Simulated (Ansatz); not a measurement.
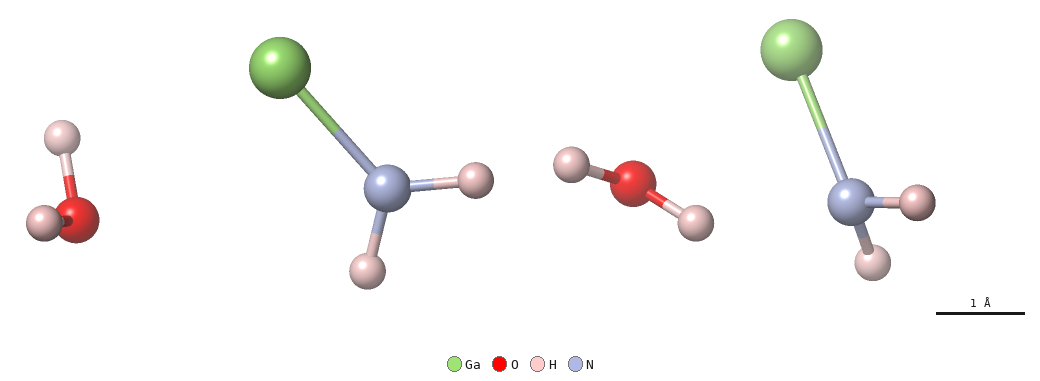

Two geometries of GaNH₄O, drawn at one scale. One is the start of a relaxation, the other its converged end. Style: ball-and-stick. Shown face on.

Method: RKS PBE0/def2-SVP (Ansatz 0.2.0). (no spin polarisation; force threshold 0.03 eV/Å; at most 50 steps)

**Which geometry has the lower energy?**

The right one is the relaxed one. The run prepares an end point of a later path (reaction) calculation, from a guessed geometry. The largest move after the best rigid fit is that of an H atom, 1.56 Å. By element the largest moves are H 1.56 Å, Ga 0.77 Å, N 0.67 Å, O 0.60 Å. Near-neighbour distances that change, for instance: Ga–H 3.236 → 2.324 Å, Ga–O 2.984 → 2.371 Å, Ga–N 1.861 → 1.962 Å, H–O 0.965 → 0.996 Å. Among the angles between lasting bonds that change: Ga–N–H 125.0° → 118.0°, H–O–H 102.5° → 106.8°, H–N–H 109.9° → 106.4°. After 24 accepted moves (28 points after the start) the energy has fallen by 21.2 kJ/mol. The largest force component goes from 0.68 to 0.019 eV/Å. The line search rejected the trial steps at points 1, 6, 13, 19 of the run. The run took 100 s on 1 thread of Arm Neoverse V1, with other jobs on the host, peak memory 0.15 GiB.

Limits of the set-up: the start holds two separate molecules, 2.8 Å apart at their closest, whose relative position is a soft coordinate and is computed without a dispersion correction.
